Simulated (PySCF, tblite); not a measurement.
# C3H10B2Cl3N: geometry, infrared bands and NMR shifts

What infrared bands and NMR shifts should C3H10B2Cl3N (`[NH3+][B@H-](Cl)CCCB(Cl)Cl`) show?

Programs: tblite 0.8.0 and PySCF 2.14.0, with density-fitted response routines of our own. Each step states its level of theory. These are calculated values for one molecule in the gas phase, unless marked as measured. Atoms are numbered from 0 throughout.

### Step 1. The molecule as given

19 atoms, charge 0, multiplicity 1; geometry from: force field or distance geometry start.

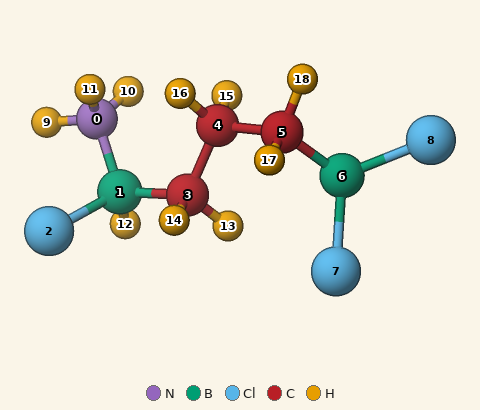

As it starts; nitrogen purple, boron teal, chlorine blue, carbon red, hydrogen amber, atoms numbered.

### Step 2. Geometry optimisation with GFN2-xTB

The job: settings as JSON, then the geometry in Å.

```
{"job": {"kind": "relax", "xc": "GFN2-xTB", "basis": "xTB"}, "charge": 0, "multiplicity": 1}
N     -2.402000     0.580200    -0.133100
B     -1.747200    -0.730300    -0.497800
Cl    -2.487300    -2.012800     0.632900
C     -0.186500    -0.745900    -0.228700
C      0.359900     0.548000     0.296000
C      1.850100     0.468800     0.523300
B      2.680800     0.120700    -0.786000
Cl     2.812200    -1.687000    -1.208700
Cl     4.269000     1.072600    -0.984300
H     -3.446100     0.418800    -0.155900
H     -2.171600     1.381300    -0.735800
H     -2.204000     0.845800     0.871800
H     -2.006500    -1.022100    -1.589200
H      0.356400    -0.998500    -1.163800
H      0.033200    -1.523300     0.545500
H      0.080100     1.380900    -0.383000
H     -0.094800     0.809300     1.289000
H      2.073200    -0.344900     1.249100
H      2.221400     1.447500     0.938700
```

Command:

```sh
$ OMP_NUM_THREADS=1 python probes_run.py task.json out
```

The driver reads the jobs from task.json and runs them one after another.

What it wrote:

```text
step      E/eV     max force
  0    -833.14280    3.356
  1    -833.60506    2.394
  2    -833.89096    1.322
  3    -833.99380    0.922
  4    -834.04771    0.620
  5    -834.09148    0.447
  6    -834.11944    0.492
  7    -834.14420    0.470
  8    -834.16137    0.366
  9    -834.17616    0.282
 10    -834.18857    0.250
 11    -834.19609    0.223
 12    -834.20032    0.176
 13    -834.20368    0.153
 14    -834.20722    0.140
 15    -834.21104    0.173
 16    -834.21436    0.161
 17    -834.21699    0.116
 18    -834.21927    0.118
 19    -834.22107    0.089
 20    -834.22225    0.093
 21    -834.22310    0.077
 22    -834.22402    0.088
 23    -834.22531    0.113
 24    -834.22704    0.109
 25    -834.22899    0.137
 26    -834.23089    0.123
 27    -834.23279    0.107
 28    -834.23487    0.122
 29    -834.23700    0.103
 30    -834.23885    0.117
 31    -834.24033    0.113
 32    -834.24173    0.095
 33    -834.24331    0.111
 34    -834.24502    0.111
 35    -834.24665    0.113
 36    -834.24814    0.103
 37    -834.24964    0.100
 38    -834.25121    0.093
 39    -834.25263    0.090
 40    -834.25385    0.092
 41    -834.25500    0.088
 42    -834.25618    0.100
 43    -834.25733    0.101
 44    -834.25831    0.075
 45    -834.25902    0.059
 46    -834.25950    0.058
 47    -834.25983    0.048
 48    -834.26014    0.040
 49    -834.26061    0.044
 50    -834.26100    0.050
 51    -834.26168    0.066
 52    -834.26237    0.069
 53    -834.26324    0.062
 54    -834.26431    0.080
 55    -834.26579    0.098
 56    -834.26776    0.135
 57    -834.27043    0.163
 58    -834.27347    0.183
 59    -834.27225    0.424
 60    -834.28133    0.159
 61    -834.28673    0.134
 62    -834.30002    0.218
 63    -834.30334    0.183
 64    -834.31185    0.216
 65    -834.31454    0.171
 66    -834.31791    0.252
 67    -834.32204    0.191
 68    -834.32850    0.128
 69    -834.33066    0.109
 70    -834.33372    0.131
 71    -834.33585    0.137
 72    -834.33807    0.167
 73    -834.34135    0.124
 74    -834.34446    0.097
 75    -834.34559    0.099
 76    -834.34786    0.135
 77    -834.34995    0.145
 78    -834.35162    0.138
 79    -834.35287    0.090
 80    -834.35407    0.090
 81    -834.35589    0.088
 82    -834.35789    0.069
 83    -834.35896    0.072
 84    -834.35983    0.081
 85    -834.36084    0.075
 86    -834.36204    0.059
 87    -834.36303    0.067
 88    -834.36387    0.074
 89    -834.36482    0.075
 90    -834.36624    0.090
 91    -834.36828    0.096
 92    -834.37086    0.098
 93    -834.37415    0.131
 94    -834.37847    0.175
 95    -834.38425    0.271
 96    -834.39279    0.236
 97    -834.40631    0.217
 98    -834.41260    0.311
 99    -834.41819    0.173
100    -834.42318    0.180
101    -834.42929    0.218
102    -834.43471    0.192
103    -834.44753    0.167
104    -834.45523    0.165
105    -834.45938    0.159
106    -834.45992    0.261
107    -834.46367    0.147
108    -834.46547    0.070
109    -834.46662    0.056
110    -834.46800    0.066
111    -834.46880    0.057
112    -834.46934    0.049
113    -834.46973    0.037
114    -834.47009    0.042
115    -834.47043    0.057
116    -834.47075    0.045
117    -834.47101    0.032
118    -834.47124    0.028
119    -834.47145    0.030
120    -834.47170    0.037
121    -834.47205    0.040
122    -834.47257    0.048
123    -834.47334    0.063
124    -834.47430    0.065
125    -834.47536    0.063
126    -834.47652    0.065
127    -834.47788    0.074
128    -834.47950    0.068
129    -834.48107    0.088
130    -834.48238    0.077
131    -834.48353    0.070
132    -834.48475    0.064
133    -834.48586    0.062
134    -834.48683    0.056
135    -834.48755    0.052
136    -834.48800    0.050
137    -834.48844    0.053
138    -834.48886    0.044
139    -834.48942    0.028
140    -834.48964    0.031
141    -834.48993    0.035
142    -834.49011    0.031
143    -834.49029    0.025
144    -834.49047    0.026
145    -834.49072    0.026
146    -834.49101    0.034
147    -834.49136    0.046
148    -834.49177    0.051
149    -834.49232    0.050
150    -834.49308    0.057
151    -834.49398    0.065
152    -834.49479    0.061
153    -834.49547    0.053
154    -834.49601    0.060
155    -834.49655    0.048
156    -834.49705    0.043
157    -834.49738    0.042
158    -834.49766    0.040
159    -834.49808    0.036
160    -834.49847    0.043
161    -834.49877    0.047
162    -834.49898    0.046
163    -834.49919    0.032
164    -834.49942    0.036
165    -834.49970    0.033
166    -834.49998    0.032
167    -834.50024    0.027
168    -834.50045    0.029
169    -834.50070    0.032
170    -834.50094    0.046
171    -834.50122    0.053
172    -834.50146    0.058
173    -834.50181    0.045
174    -834.50225    0.052
175    -834.50296    0.083
176    -834.50394    0.110
177    -834.50494    0.139
178    -834.50295    0.196
179    -834.50697    0.104
180    -834.50790    0.116
181    -834.50959    0.066
182    -834.51030    0.128
183    -834.51193    0.083
184    -834.51301    0.069
185    -834.51490    0.115
186    -834.51594    0.150
187    -834.51666    0.117
188    -834.51771    0.084
189    -834.51900    0.072
190    -834.51985    0.059
191    -834.52034    0.048
192    -834.52079    0.043
193    -834.52123    0.046
194    -834.52174    0.048
195    -834.52246    0.052
196    -834.52339    0.064
197    -834.52426    0.066
198    -834.52505    0.053
199    -834.52570    0.054
200    -834.52617    0.039
201    -834.52646    0.053
202    -834.52670    0.034
203    -834.52700    0.034
204    -834.52728    0.040
205    -834.52753    0.038
206    -834.52771    0.031
207    -834.52786    0.030
208    -834.52805    0.026
209    -834.52826    0.036
210    -834.52846    0.030
211    -834.52864    0.031
212    -834.52886    0.036
213    -834.52917    0.051
214    -834.52957    0.063
215    -834.53001    0.056
216    -834.53044    0.046
217    -834.53081    0.051
218    -834.53131    0.067
219    -834.53187    0.063
220    -834.53270    0.070
221    -834.53339    0.076
222    -834.53423    0.097
223    -834.53481    0.123
224    -834.53576    0.068
225    -834.53699    0.060
226    -834.53797    0.090
227    -834.53921    0.117
228    -834.54031    0.091
229    -834.54143    0.159
230    -834.54267    0.162
231    -834.54335    0.092
232    -834.54385    0.088
233    -834.54426    0.050
234    -834.54459    0.056
235    -834.54493    0.034
236    -834.54515    0.062
237    -834.54543    0.064
238    -834.54576    0.047
239    -834.54596    0.036
240    -834.54616    0.037
241    -834.54633    0.032
242    -834.54651    0.039
243    -834.54666    0.025
244    -834.54676    0.036
245    -834.54685    0.021
246    -834.54694    0.035
247    -834.54710    0.044
248    -834.54720    0.044
249    -834.54737    0.038
250    -834.54750    0.023
251    -834.54762    0.027
252    -834.54772    0.032
253    -834.54770    0.063
254    -834.54787    0.025
255    -834.54794    0.018
256    -834.54805    0.035
257    -834.54809    0.013
258    -834.54811    0.011
259    -834.54816    0.018
260    -834.54817    0.007
```

It took 4.8 s on 1 thread of Arm Neoverse N1, shared host; peak memory 0.18 GiB.

The steps of the relaxation: (not every step is listed)

| step | energy from step 0 (eV) | largest force (eV/Å) |
| --- | --- | --- |
| 0 | 0.0000 | 3.3556 |
| 1 | -0.4623 | 2.3938 |
| 2 | -0.7482 | 1.3221 |
| 3 | -0.8510 | 0.9221 |
| 4 | -0.9049 | 0.6197 |
| 5 | -0.9487 | 0.4474 |
| 6 | -0.9766 | 0.4925 |
| 7 | -1.0014 | 0.4697 |
| 8 | -1.0186 | 0.3661 |
| 32 | -1.0989 | 0.0954 |
| 56 | -1.1250 | 0.1347 |
| 80 | -1.2113 | 0.0902 |
| 104 | -1.3124 | 0.1647 |
| 128 | -1.3367 | 0.0676 |
| 152 | -1.3520 | 0.0611 |
| 176 | -1.3611 | 0.1103 |
| 200 | -1.3834 | 0.0395 |
| 224 | -1.3930 | 0.0685 |
| 248 | -1.4044 | 0.0436 |
| 255 | -1.4051 | 0.0185 |
| 256 | -1.4053 | 0.0346 |
| 257 | -1.4053 | 0.0132 |
| 258 | -1.4053 | 0.0110 |
| 259 | -1.4054 | 0.0177 |
| 260 | -1.4054 | 0.0068 |

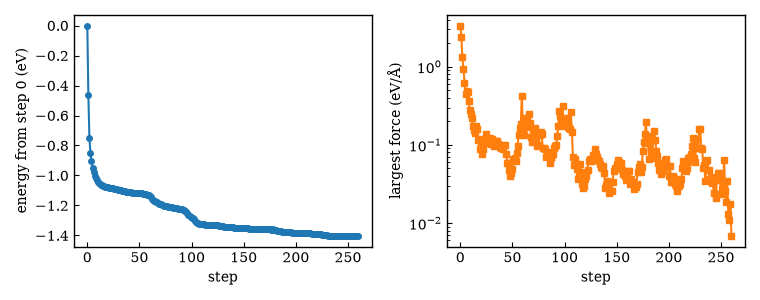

Energy and force, step by step.

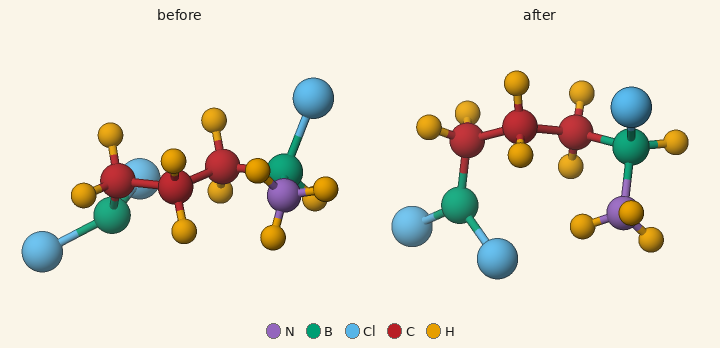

The geometry before (left) and after (right).

Distances of close pairs at the start and the end, largest changes first:

| bond | before (Å) | after (Å) | change (Å) |
| --- | --- | --- | --- |
| B6–Cl7 | 1.861 | 1.721 | -0.140 |
| B6–Cl8 | 1.862 | 1.727 | -0.135 |
| N0–B1 | 1.510 | 1.641 | +0.132 |
| N0–H9 | 1.057 | 1.019 | -0.038 |
| B1–C3 | 1.584 | 1.621 | +0.037 |
| C3–C4 | 1.499 | 1.535 | +0.036 |
| N0–H11 | 1.058 | 1.025 | -0.034 |
| C4–H16 | 1.123 | 1.090 | -0.033 |

The final coordinates are the input of the step that follows.

### Step 3. Vibrational analysis with GFN2-xTB

The job: settings as JSON, then the geometry in Å.

```
{"job": {"kind": "ir", "xc": "GFN2-xTB", "basis": "xTB"}, "charge": 0, "multiplicity": 1}
N     -1.884257     0.766890    -1.068171
B     -1.869368    -0.649462    -0.238990
Cl    -2.712050    -0.172215     1.341553
C     -0.312528    -1.043962    -0.019973
C      0.423388    -0.144479     0.982767
C      1.934430    -0.089925     0.712575
B      2.363639     0.688956    -0.594804
Cl     3.956524     0.579080    -1.236618
Cl     1.272476     1.742612    -1.420293
H     -2.534854     1.382211    -0.582007
H     -2.182934     0.639430    -2.029851
H     -0.948684     1.184375    -1.060839
H     -2.526441    -1.438561    -0.829169
H      0.193050    -0.985860    -0.989131
H     -0.208262    -2.080135     0.304650
H      0.022898     0.870362     0.953268
H      0.247202    -0.521241     1.989893
H      2.330458    -1.109101     0.697780
H      2.425506     0.390276     1.567466
```

What it wrote:

```text
mode    cm-1     km/mol
  1      26.2      5.32
  2      28.1      3.94
  3      92.0     22.35
  4     106.3      2.39
  5     124.1      0.68
  6     138.4      3.53
  7     210.2      7.30
  8     233.8      5.02
  9     258.3      5.62
 10     288.5     20.53
 11     300.5     14.75
 12     342.3      5.18
 13     385.6      3.57
 14     484.0      0.91
 15     510.7      1.03
 16     548.3      4.07
 17     657.3     19.49
 18     737.1     41.27
 19     747.3    124.08
 20     780.6     40.76
 21     787.8     58.98
 22     820.7     50.48
 23     885.8     18.21
 24     935.5     22.97
 25     997.9     31.01
 26    1018.3      1.78
 27    1030.9    194.31
 28    1068.4     97.69
 29    1092.2     48.23
 30    1135.1     28.20
 31    1151.8     26.40
 32    1264.8     10.24
 33    1275.9     71.11
 34    1281.3    135.93
 35    1300.2     13.32
 36    1354.4      3.12
 37    1441.5     18.24
 38    1467.5     63.14
 39    1474.1     29.79
 40    1508.8      1.28
 41    1517.0      0.60
 42    2513.1    138.30
 43    2917.8     12.51
 44    2938.2     84.69
 45    2965.4     18.95
 46    2978.2     33.17
 47    2999.9     40.40
 48    3011.1     40.39
 49    3267.9    475.28
 50    3371.4     20.50
 51    3429.7     26.04
```

It took 1.7 s on 1 thread of Arm Neoverse N1, shared host; peak memory 0.18 GiB.

Which atoms move in the most intense modes:

| cm⁻¹ | km/mol | atoms |
| --- | --- | --- |
| 747 | 124.1 | B6 50 % |
| 1031 | 194.3 | H12 63 %, B1 11 % |
| 1068 | 97.7 | H12 39 %, B1 27 %, H17 12 % |
| 1276 | 71.1 | H14 29 %, H16 13 %, H11 12 % |
| 1281 | 135.9 | H11 18 %, H14 17 %, H9 16 %, H10 14 % |
| 2513 | 138.3 | H12 93 % |
| 2938 | 84.7 | H13 88 % |
| 3268 | 475.3 | H11 94 % |

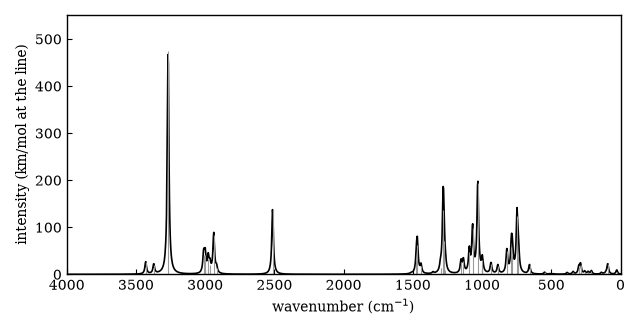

The infrared spectrum from these modes, unscaled. Lines are broadened to a width of 14 cm⁻¹ (Lorentzian).

(Part 1 of 2 ends here.)
